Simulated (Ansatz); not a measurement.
**Nudged elastic band of BN$_{2}$H$_{6}$**

- system: BN$_{2}$H$_{6}$, multiplicity 2
- method: UKS PBE/6-31G* (Ansatz 0.2.0)

It belongs to a series of runs on one base structure; here: band between the two ends. Figures and captions count atoms from 1; the log counts them from 0 in places.

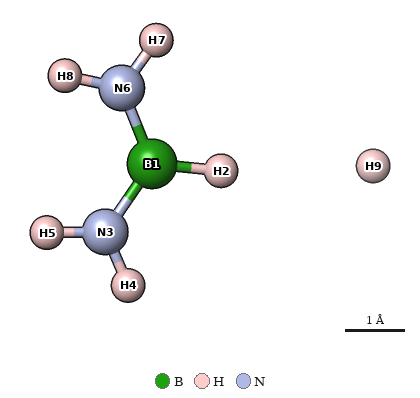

The structure as given in the input (ball-and-stick view, seen at a tilt; atoms are numbered from 1 in the order of the input).

## Key numbers

- outcome: converged
- barrier, forward: 0.252 eV
- barrier, backward: 0.108 eV
- hardware: 1 thread of Arm Neoverse V2, 24 GiB of memory available, shared host
- wall time: 5.9 min
- peak memory: 0.13 GiB

The order of the saddle point was not checked.

## Input file
```yaml
crystal:
  periodic: [false, false, false]
  atoms:
    - { symbol: B, position_ang: [0.024234, -0.102332, -0.261761] }
    - { symbol: H, position_ang: [0.043865, -0.505985, 0.878277] }
    - { symbol: "N", position_ang: [1.262573, 0.079836, -0.936535] }
    - { symbol: H, position_ang: [2.150446, -0.117962, -0.487774] }
    - { symbol: H, position_ang: [1.358887, 0.414351, -1.892487] }
    - { symbol: "N", position_ang: [-1.236029, 0.169393, -0.861645] }
    - { symbol: H, position_ang: [-2.107488, 0.031963, -0.361104] }
    - { symbol: H, position_ang: [-1.365233, 0.510039, -1.811499] }
    - { symbol: H, position_ang: [-0.131255, -0.479304, 3.864527] }
magnetization:
  spin_polarized: true
  initial_magnetization: 1
basis:
  gaussian: { orbitals: "6-31G*" }
hamiltonian:
  xc: pbe
neb:
  order_check: false
  images: 8
  f_tol: 0.03
  max_iterations: 60
  climbing: false
  final_atoms:
    - { symbol: B, position_ang: [0.00831713, 0.01185373, -0.38590529] }
    - { symbol: H, position_ang: [-0.01007945, -0.50068909, 2.31222453] }
    - { symbol: "N", position_ang: [1.27159069, 0.10117448, -1.00735419] }
    - { symbol: H, position_ang: [2.13571383, -0.04934373, -0.49704158] }
    - { symbol: H, position_ang: [1.42056036, 0.32780738, -1.99462708] }
    - { symbol: "N", position_ang: [-1.26227577, 0.19901638, -0.96948753] }
    - { symbol: H, position_ang: [-2.11980671, 0.11454434, -0.4334873] }
    - { symbol: H, position_ang: [-1.42283272, 0.43721668, -1.95221373] }
    - { symbol: H, position_ang: [-0.02118736, -0.64158118, 3.05789118] }
  initial_path:
    images:
      - { positions_ang: [[0.024234, -0.102332, -0.261761], [0.043865, -0.505985, 0.878277], [1.262573, 0.079836, -0.936535], [2.150446, -0.117962, -0.487774], [1.358887, 0.414351, -1.892487], [-1.236029, 0.169393, -0.861645], [-2.107488, 0.031963, -0.361104], [-1.365233, 0.510039, -1.811499], [-0.131255, -0.479304, 3.864527]] }
      - { positions_ang: [[0.01918196, -0.08132725, -0.20362575], [0.03676043, -0.40730857, 1.00283596], [1.27929193, 0.05998803, -0.9029576], [2.06837483, -0.29791068, -0.61830572], [1.45877725, 0.5239683, -1.70143215], [-1.26046636, 0.14333324, -0.83988658], [-2.0909253, -0.14221563, -0.4342678], [-1.41309066, 0.59604757, -1.71101319], [-0.09790408, -0.39457601, 3.53865184]] }
      - { positions_ang: [[0.01412993, -0.06032249, -0.1454905], [0.02965585, -0.30863215, 1.12739492], [1.29601086, 0.04014006, -0.86938021], [1.98630366, -0.47785937, -0.74883744], [1.5586675, 0.63358561, -1.5103773], [-1.28490373, 0.11727349, -0.81812817], [-2.0743626, -0.31639426, -0.5074316], [-1.46094832, 0.68205614, -1.61052739], [-0.06455316, -0.30984803, 3.21277668]] }
      - { positions_ang: [[0.00907789, -0.03931774, -0.08735525], [0.02255128, -0.20995572, 1.25195388], [1.31272979, 0.02029209, -0.83580281], [1.90423249, -0.65780805, -0.87936916], [1.65855775, 0.74320291, -1.31932245], [-1.30934109, 0.09121373, -0.79636975], [-2.0577999, -0.49057289, -0.58059539], [-1.50880598, 0.7680647, -1.51004158], [-0.03120224, -0.22512004, 2.88690152]] }
      - { positions_ang: [[0.00402585, -0.01831298, -0.02922001], [0.01544671, -0.11127929, 1.37651284], [1.32944872, 0.00044412, -0.80222541], [1.82216132, -0.83775673, -1.00990088], [1.758448, 0.85282021, -1.1282676], [-1.33377845, 0.06515398, -0.77461134], [-2.0412372, -0.66475152, -0.65375919], [-1.55666364, 0.85407327, -1.40955577], [0.00214869, -0.14039205, 2.56102636]] }
      - { positions_ang: [[0.00225731, -0.00562568, -0.04301382], [0.00945288, -0.11069086, 1.53584034], [1.33045069, 0.00281506, -0.81009421], [1.82052441, -0.83013248, -1.01093061], [1.7653006, 0.84320426, -1.1396165], [-1.33669476, 0.06844546, -0.78659384], [-2.04260594, -0.65557582, -0.66180178], [-1.56306361, 0.8459819, -1.42519074], [0.01437842, -0.15842285, 2.47140016]] }
      - { positions_ang: [[0.00377227, -0.00125582, -0.12873668], [0.0045698, -0.20819041, 1.72993639], [1.31573569, 0.02740492, -0.85940921], [1.89932176, -0.63493529, -0.88245835], [1.67911554, 0.71435504, -1.35336914], [-1.31809001, 0.10108819, -0.83231726], [-2.06190613, -0.46304578, -0.60472316], [-1.52800589, 0.74379059, -1.55694649], [0.00548698, -0.27921243, 2.61802291]] }
      - { positions_ang: [[0.00528722, 0.00311403, -0.21445955], [-0.00031328, -0.30568997, 1.92403244], [1.30102069, 0.05199477, -0.9087242], [1.97811912, -0.43973811, -0.7539861], [1.59293048, 0.58550582, -1.56712179], [-1.29948527, 0.13373092, -0.87804068], [-2.08120632, -0.27051574, -0.54764454], [-1.49294817, 0.64159929, -1.68870224], [-0.00340447, -0.40000202, 2.76464567]] }
      - { positions_ang: [[0.00680217, 0.00748388, -0.30018242], [-0.00519636, -0.40318953, 2.11812848], [1.28630569, 0.07658463, -0.9580392], [2.05691648, -0.24454092, -0.62551384], [1.50674542, 0.4566566, -1.78087443], [-1.28088052, 0.16637365, -0.92376411], [-2.10050651, -0.0779857, -0.49056592], [-1.45789044, 0.53940798, -1.82045798], [-0.01229592, -0.5207916, 2.91126842]] }
      - { positions_ang: [[0.00831713, 0.01185373, -0.38590529], [-0.01007945, -0.50068909, 2.31222453], [1.27159069, 0.10117448, -1.00735419], [2.13571383, -0.04934373, -0.49704158], [1.42056036, 0.32780738, -1.99462708], [-1.26227577, 0.19901638, -0.96948753], [-2.11980671, 0.11454434, -0.4334873], [-1.42283272, 0.43721668, -1.95221373], [-0.02118736, -0.64158118, 3.05789118]] }
```

Launch command:
```bash
ansatz run input.yaml --threads 1 --pin off --max-ram 2048MiB --backend cpu --events-out ev --progress --plain --runs-dir out
```

## The program's output
```
Engine: ansatz 0.2.0, aarch64-unknown-linux-gnu
Functional definition: PBE
  parameter kappa = 0.804
  parameter beta = 0.06672455060314922
  exchange = pbe_x(kappa = kappa, mu = beta*pi^2/3)
  correlation = pbe_c(beta = beta)
777 factors; their error is unknown
mean field evaluation 1: about -3737.1613 eV, gradient 5.3e1 eV
mean field evaluation 2: about -3718.6427 eV, gradient 8.1e1 eV
mean field evaluation 4: about -3748.1780 eV, gradient 3.0e0 eV
mean field evaluation 8: about -3748.1881 eV, gradient 2.4e-2 eV
mean field -3748.18808750 eV, -137.7433716025 hartree, gradient 2.8e-5 eV, S^2 0.750003; 0 other end points of the search recorded, 0 dependent functions left out
the calculation of the forces begins
reference -3748.18812090 eV, -137.7433728298 hartree; 13, 12 occupied and 44, 45 virtual orbitals, 777 factors
777 factors; their error is unknown
mean field evaluation 16: about -3736.9897 eV, gradient 5.3e1 eV
mean field evaluation 32: about -3748.0441 eV, gradient 4.8e-6 eV
mean field -3748.04411561 eV, -137.7380807332 hartree, gradient 4.9e-6 eV, S^2 0.752912; 0 other end points of the search recorded, 0 dependent functions left out
[... from here on the field's lines of each further geometry are left out, up to the last ...]
NEB iter   1: max|band force component| = 1.260e1 eV/Å  barrier→ = 2.3958 eV  barrier← = 2.2518 eV  Δτ_max = 0.1985 Å  (309 SCF iters)
NEB iter   2: max|band force component| = 2.331e0 eV/Å  barrier→ = 1.5767 eV  barrier← = 1.4327 eV  Δτ_max = 0.1996 Å  (263 SCF iters)
NEB iter   3: max|band force component| = 1.466e0 eV/Å  barrier→ = 1.0064 eV  barrier← = 0.8625 eV  Δτ_max = 0.1956 Å  (258 SCF iters)
NEB iter   4: max|band force component| = 6.022e-1 eV/Å  barrier→ = 0.7197 eV  barrier← = 0.5757 eV  Δτ_max = 0.1978 Å  (238 SCF iters)
NEB iter   5: max|band force component| = 8.227e-1 eV/Å  barrier→ = 0.5049 eV  barrier← = 0.3609 eV  Δτ_max = 0.0995 Å  (244 SCF iters)
NEB iter   6: max|band force component| = 4.822e-1 eV/Å  barrier→ = 0.4014 eV  barrier← = 0.2574 eV  Δτ_max = 0.0869 Å  (246 SCF iters)
NEB iter   7: max|band force component| = 6.842e-1 eV/Å  barrier→ = 0.3296 eV  barrier← = 0.1857 eV  Δτ_max = 0.0438 Å  (238 SCF iters)
NEB iter   8: max|band force component| = 3.235e-1 eV/Å  barrier→ = 0.3173 eV  barrier← = 0.1734 eV  Δτ_max = 0.0877 Å  (230 SCF iters)
NEB iter   9: max|band force component| = 2.916e-1 eV/Å  barrier→ = 0.3201 eV  barrier← = 0.1762 eV  Δτ_max = 0.0881 Å  (239 SCF iters)
NEB iter  10: max|band force component| = 3.104e-1 eV/Å  barrier→ = 0.3071 eV  barrier← = 0.1631 eV  Δτ_max = 0.0443 Å  (235 SCF iters)
NEB iter  11: max|band force component| = 2.248e-1 eV/Å  barrier→ = 0.2815 eV  barrier← = 0.1375 eV  Δτ_max = 0.0443 Å  (225 SCF iters)
NEB iter  12: max|band force component| = 2.217e-1 eV/Å  barrier→ = 0.2574 eV  barrier← = 0.1134 eV  Δτ_max = 0.0440 Å  (230 SCF iters)
NEB iter  13: max|band force component| = 1.949e-1 eV/Å  barrier→ = 0.2480 eV  barrier← = 0.1040 eV  Δτ_max = 0.0444 Å  (233 SCF iters)
NEB iter  14: max|band force component| = 5.621e-1 eV/Å  barrier→ = 0.2528 eV  barrier← = 0.1089 eV  Δτ_max = 0.0220 Å  (227 SCF iters)
NEB iter  15: max|band force component| = 1.834e-1 eV/Å  barrier→ = 0.2533 eV  barrier← = 0.1093 eV  Δτ_max = 0.0441 Å  (239 SCF iters)
NEB iter  16: max|band force component| = 1.405e-1 eV/Å  barrier→ = 0.2477 eV  barrier← = 0.1037 eV  Δτ_max = 0.0444 Å  (228 SCF iters)
NEB iter  17: max|band force component| = 1.645e-1 eV/Å  barrier→ = 0.2646 eV  barrier← = 0.1206 eV  Δτ_max = 0.0224 Å  (230 SCF iters)
NEB iter  18: max|band force component| = 1.204e-1 eV/Å  barrier→ = 0.2603 eV  barrier← = 0.1163 eV  Δτ_max = 0.0447 Å  (234 SCF iters)
NEB iter  19: max|band force component| = 2.383e-1 eV/Å  barrier→ = 0.2612 eV  barrier← = 0.1172 eV  Δτ_max = 0.0221 Å  (229 SCF iters)
NEB iter  20: max|band force component| = 6.030e-2 eV/Å  barrier→ = 0.2646 eV  barrier← = 0.1207 eV  Δτ_max = 0.0439 Å  (225 SCF iters)
NEB iter  21: max|band force component| = 9.265e-2 eV/Å  barrier→ = 0.2638 eV  barrier← = 0.1199 eV  Δτ_max = 0.0221 Å  (229 SCF iters)
NEB iter  22: max|band force component| = 4.257e-2 eV/Å  barrier→ = 0.2619 eV  barrier← = 0.1179 eV  Δτ_max = 0.0435 Å  (241 SCF iters)
NEB iter  23: max|band force component| = 5.251e-2 eV/Å  barrier→ = 0.2551 eV  barrier← = 0.1111 eV  Δτ_max = 0.0220 Å  (238 SCF iters)
NEB iter  24: max|band force component| = 3.425e-1 eV/Å  barrier→ = 0.2509 eV  barrier← = 0.1069 eV  Δτ_max = 0.0111 Å  (225 SCF iters)
the calculation of the forces begins
reference -3748.03575863 eV, -137.7377736197 hartree; 13, 12 occupied and 44, 45 virtual orbitals, 777 factors
777 factors; their error is unknown
mean field -3747.93599650 eV, -137.7341074289 hartree, gradient 1.4e-5 eV, S^2 0.755480; 1 other end points of the search recorded, 0 dependent functions left out
the calculation of the forces begins
reference -3747.93602368 eV, -137.7341084279 hartree; 13, 12 occupied and 44, 45 virtual orbitals, 777 factors
NEB iter  25: max|band force component| = 2.925e-2 eV/Å  barrier→ = 0.2521 eV  barrier← = 0.1081 eV  Δτ_max = 0.0000 Å  (436 SCF iters)
```

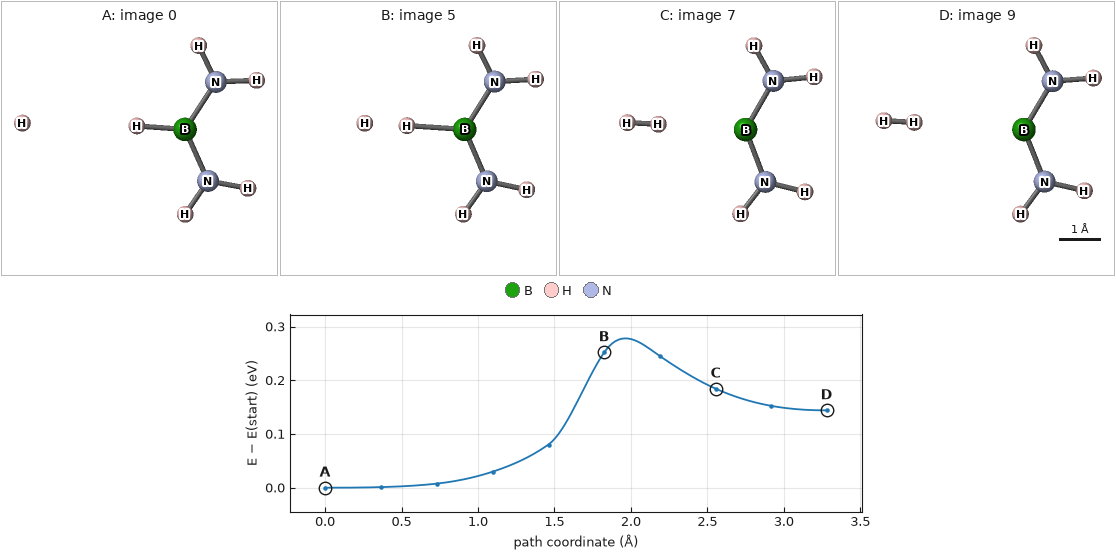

Images of the last band (counted from 0; ball-and-stick, seen on its broad side) above the energy along the path; the line is a cubic interpolation that uses the forces. The highest image is number 5, 0.252 eV above the start and 0.108 eV above the end; the end lies 0.144 eV above the start. The path is 3.28 Å long. The band converged in 25 iterations.

```
Total energy: -3747.93602368 eV, -137.7341084279 hartree
Atom 0 at     0.005262    -0.031610    -0.105917 Å, force    -0.003397    -0.038950     0.167502 eV/Å
Atom 1 at    -0.001220    -0.398549     1.294100 Å, force     0.009315     0.125501    -0.500764 eV/Å
Atom 2 at     1.258928     0.071716    -0.758782 Å, force    -0.007986    -0.026378     0.097417 eV/Å
Atom 3 at     2.133742    -0.116509    -0.280221 Å, force     0.002331    -0.005523     0.042515 eV/Å
Atom 4 at     1.392134     0.327614    -1.739141 Å, force    -0.077731    -0.021138     0.081683 eV/Å
Atom 5 at    -1.252907     0.204182    -0.713668 Å, force     0.011580    -0.022244     0.101053 eV/Å
Atom 6 at    -2.122035     0.118828    -0.196886 Å, force    -0.010493    -0.004461     0.032310 eV/Å
Atom 7 at    -1.395349     0.482954    -1.686274 Å, force     0.073324    -0.030445     0.075211 eV/Å
Atom 8 at    -0.018555    -0.658628     2.316786 Å, force     0.003056     0.023637    -0.096927 eV/Å
Dipole moment:     0.001537     0.144582    -0.542869 e Å
this run last wrote the band of iteration 25 to [file]
```

## The last band as extended XYZ (Å, eV, eV/Å)
```
9
Properties=species:S:1:pos:R:3:forces:R:3 image=0 energy=-3748.18809
B     0.0242   -0.1023   -0.2618    0.0005   0.0091  -0.0051
H     0.0439   -0.5060    0.8783    0.0001  -0.0011   0.0034
N     1.2626    0.0798   -0.9365    0.0005  -0.0026   0.0007
H     2.1504   -0.1180   -0.4878   -0.0030  -0.0013   0.0000
H     1.3589    0.4144   -1.8925   -0.0007   0.0003   0.0005
N    -1.2360    0.1694   -0.8616   -0.0015  -0.0038   0.0017
H    -2.1075    0.0320   -0.3611    0.0038  -0.0010  -0.0004
H    -1.3652    0.5100   -1.8115    0.0004   0.0010  -0.0007
H    -0.1313   -0.4793    3.8645    0.0000  -0.0005  -0.0002
9
Properties=species:S:1:pos:R:3:forces:R:3 image=1 energy=-3748.18702
B     0.0277   -0.0479   -0.2184   -0.0002  -0.0033  -0.0009
H     0.0529   -0.3521    0.9525    0.0006   0.0023  -0.0070
N     1.2629    0.0719   -0.9123   -0.0008   0.0007   0.0022
H     2.1520   -0.0890   -0.4516    0.0003   0.0002  -0.0017
H     1.3557    0.3222   -1.8940    0.0002   0.0002  -0.0014
N    -1.2359    0.1711   -0.8323   -0.0005   0.0010   0.0012
H    -2.1037    0.0804   -0.3153    0.0004  -0.0001  -0.0009
H    -1.3712    0.4307   -1.8066    0.0008   0.0001  -0.0010
H    -0.1405   -0.5873    3.6080   -0.0007  -0.0012   0.0096
9
Properties=species:S:1:pos:R:3:forces:R:3 image=2 energy=-3748.18050
B     0.0154   -0.0118   -0.1771    0.0002  -0.0034   0.0083
H     0.0280   -0.2603    1.0077    0.0004   0.0038  -0.0158
N     1.2587    0.0690   -0.8614    0.0001   0.0001  -0.0089
H     2.1411   -0.0806   -0.3842   -0.0009   0.0011  -0.0006
H     1.3645    0.2672   -1.8536   -0.0009   0.0015  -0.0036
N    -1.2421    0.1837   -0.8106    0.0033   0.0025  -0.0061
H    -2.1138    0.1238   -0.2955    0.0001   0.0000  -0.0022
H    -1.3690    0.3987   -1.7968   -0.0008   0.0007  -0.0033
H    -0.0829   -0.6898    3.3015   -0.0014  -0.0062   0.0324
9
Properties=species:S:1:pos:R:3:forces:R:3 image=3 energy=-3748.15824
B     0.0063   -0.0162   -0.1446   -0.0017  -0.0061   0.0012
H     0.0103   -0.2939    1.0359   -0.0002   0.0019  -0.0106
N     1.2576    0.0693   -0.8115   -0.0037   0.0087  -0.0138
H     2.1308   -0.0916   -0.3209    0.0006   0.0030  -0.0126
H     1.3815    0.2983   -1.7948   -0.0004   0.0005  -0.0121
N    -1.2495    0.1989   -0.7728    0.0112   0.0105  -0.0166
H    -2.1191    0.1335   -0.2545   -0.0008   0.0022  -0.0121
H    -1.3780    0.4446   -1.7514   -0.0031  -0.0004  -0.0096
H    -0.0400   -0.7430    2.9446   -0.0018  -0.0203   0.0863
9
Properties=species:S:1:pos:R:3:forces:R:3 image=4 energy=-3748.10773
B     0.0046   -0.0287   -0.1127    0.0050  -0.0026  -0.0053
H     0.0037   -0.3448    1.0776    0.0049   0.0306  -0.1287
N     1.2593    0.0708   -0.7681   -0.0071   0.0051  -0.0009
H     2.1295   -0.1093   -0.2788    0.0008   0.0028  -0.0031
H     1.3896    0.3290   -1.7436   -0.0057  -0.0006  -0.0099
N    -1.2514    0.2086   -0.7286   -0.0004   0.0052  -0.0042
H    -2.1195    0.1229   -0.2104   -0.0004   0.0043  -0.0095
H    -1.3846    0.4792   -1.7004    0.0053  -0.0018  -0.0046
H    -0.0312   -0.7276    2.5951   -0.0025  -0.0430   0.1662
9
Properties=species:S:1:pos:R:3:forces:R:3 image=5 energy=-3747.93600
B     0.0053   -0.0316   -0.1059   -0.0034  -0.0389   0.1675
H    -0.0012   -0.3985    1.2941    0.0093   0.1255  -0.5008
N     1.2589    0.0717   -0.7588   -0.0080  -0.0264   0.0974
H     2.1337   -0.1165   -0.2802    0.0023  -0.0055   0.0425
H     1.3921    0.3276   -1.7391   -0.0777  -0.0211   0.0817
N    -1.2529    0.2042   -0.7137    0.0116  -0.0222   0.1011
H    -2.1220    0.1188   -0.1969   -0.0105  -0.0045   0.0323
H    -1.3953    0.4830   -1.6863    0.0733  -0.0304   0.0752
H    -0.0186   -0.6586    2.3168    0.0031   0.0236  -0.0969
9
Properties=species:S:1:pos:R:3:forces:R:3 image=6 energy=-3747.94326
B     0.0065   -0.0078   -0.2111   -0.0013   0.0091  -0.0338
H    -0.0025   -0.4311    1.6087    0.0030  -0.0421   0.1831
N     1.2721    0.0718   -0.8213    0.0189   0.0083  -0.0565
H     2.1302   -0.1108   -0.3105   -0.0107   0.0012   0.0006
H     1.4317    0.3020   -1.8045    0.0214   0.0089  -0.0345
N    -1.2676    0.2072   -0.7694   -0.0046   0.0075  -0.0404
H    -2.1166    0.1194   -0.2196    0.0046   0.0030  -0.0134
H    -1.4424    0.4585   -1.7447   -0.0289   0.0102  -0.0297
H    -0.0115   -0.6091    2.4025   -0.0025  -0.0061   0.0247
9
Properties=species:S:1:pos:R:3:forces:R:3 image=7 energy=-3748.00371
B     0.0086    0.0052   -0.2805   -0.0005   0.0028  -0.0270
H    -0.0039   -0.4415    1.8569    0.0006  -0.0116   0.0586
N     1.2762    0.0762   -0.8902   -0.0004   0.0024  -0.0172
H     2.1286   -0.0918   -0.3652    0.0009   0.0057  -0.0228
H     1.4452    0.2880   -1.8763    0.0061   0.0061  -0.0248
N    -1.2698    0.2009   -0.8380   -0.0023   0.0063  -0.0251
H    -2.1130    0.1203   -0.2784    0.0029   0.0043  -0.0189
H    -1.4565    0.4363   -1.8156   -0.0055   0.0050  -0.0223
H    -0.0154   -0.5937    2.6172   -0.0019  -0.0210   0.0994
9
Properties=species:S:1:pos:R:3:forces:R:3 image=8 energy=-3748.03573
B     0.0115    0.0193   -0.3321    0.0003   0.0008  -0.0080
H    -0.0091   -0.4655    2.0882   -0.0007  -0.0062   0.0303
N     1.2757    0.0902   -0.9513    0.0016   0.0029  -0.0112
H     2.1355   -0.0574   -0.4326   -0.0004   0.0018  -0.0094
H     1.4333    0.2912   -1.9419   -0.0025   0.0019  -0.0087
N    -1.2651    0.1986   -0.9022   -0.0009   0.0011  -0.0041
H    -2.1132    0.1219   -0.3499   -0.0006   0.0028  -0.0113
H    -1.4440    0.4151   -1.8859    0.0034   0.0015  -0.0102
H    -0.0245   -0.6133    2.8377   -0.0003  -0.0065   0.0326
9
Properties=species:S:1:pos:R:3:forces:R:3 image=9 energy=-3748.04412
B     0.0083    0.0119   -0.3859   -0.0002   0.0035  -0.0155
H    -0.0101   -0.5007    2.3122   -0.0005  -0.0064   0.0168
N     1.2716    0.1012   -1.0074    0.0027   0.0050  -0.0111
H     2.1357   -0.0493   -0.4970   -0.0025   0.0024  -0.0093
H     1.4206    0.3278   -1.9946   -0.0021  -0.0084   0.0289
N    -1.2623    0.1990   -0.9695   -0.0029   0.0052  -0.0120
H    -2.1198    0.1145   -0.4335    0.0024   0.0023  -0.0090
H    -1.4228    0.4372   -1.9522    0.0024  -0.0086   0.0289
H    -0.0212   -0.6416    3.0579    0.0005   0.0051  -0.0176
```
